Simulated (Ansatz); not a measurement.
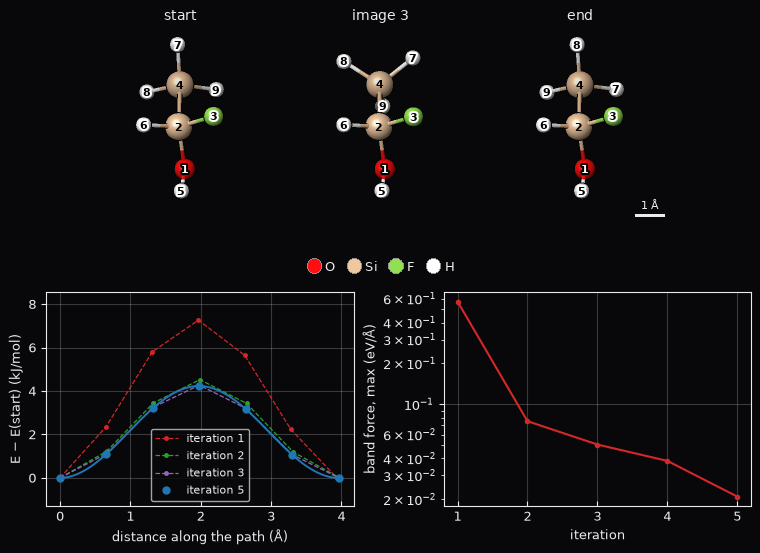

A search for the minimum-energy path of Si₂H₅OF by the nudged elastic band. Images are numbered from 0 (start) to 6 (end). The plot follows the band through its iterations. Style: ball-and-stick. Shown from a free direction.

Method: RKS LDA/def2-SVP (Ansatz).

The input:
```yaml
crystal:
  periodic: [false, false, false]
  atoms:
    - { symbol: O, position_ang: [-0.36763, -0.603991, 1.770897] }
    - { symbol: Si, position_ang: [-0.831387, -0.173952, 0.24545] }
    - { symbol: F, position_ang: [-1.772667, 1.15189, 0.302757] }
    - { symbol: Si, position_ang: [1.122634, 0.36205, -0.886893] }
    - { symbol: H, position_ang: [-1.039756, -0.989997, 2.361872] }
    - { symbol: H, position_ang: [-1.684481, -1.240133, -0.394986] }
    - { symbol: H, position_ang: [0.795806, 0.872848, -2.265881] }
    - { symbol: H, position_ang: [1.998908, -0.856285, -1.018295] }
    - { symbol: H, position_ang: [1.867073, 1.43117, -0.131923] }
basis:
  gaussian: { orbitals: def2-SVP }
hamiltonian:
  xc: lda
neb:
  order_check: false
  images: 5
  f_tol: 0.03
  max_iterations: 6
  initial_path: idpp
  final_atoms:
    - { symbol: O, position_ang: [-0.62840255, 0.18375348, 1.78617205] }
    - { symbol: Si, position_ang: [-0.75564761, -0.39229766, 0.24415281] }
    - { symbol: F, position_ang: [-2.07288419, 0.23485958, -0.47558396] }
    - { symbol: Si, position_ang: [1.13223454, 0.36306146, -0.87490163] }
    - { symbol: H, position_ang: [-1.26814751, -0.13676541, 2.44780483] }
    - { symbol: H, position_ang: [-0.96707271, -1.8853002, 0.22620977] }
    - { symbol: H, position_ang: [1.21595176, 1.86302273, -0.7763166] }
    - { symbol: H, position_ang: [1.06323885, -0.0311667, -2.32711973] }
    - { symbol: H, position_ang: [2.36922941, -0.24556727, -0.26741955] }
```

Run as
```bash
ansatz run input.yaml --threads 1 --pin off --max-ram 2048MiB --backend cpu --events-out ev --progress --plain --runs-dir out
```

Did the band converge, and can the barrier be trusted?

Answer. The run is converged, with reservations. The band converged in 5 iterations. The largest component of the band force went from 0.57 to 0.021 eV/Å. The climbing image converged on the top of the path. Its curvatures weren't checked. The iteration limit was low. The first iteration put the highest image at 7.26 kJ/mol. The two ends have the same energy, and the highest point, image 3, lies 4.23 kJ/mol above the start.

The run took 2.3 min on 1 thread of AMD EPYC (Zen 3), with other jobs on the host, peak memory 0.13 GiB.
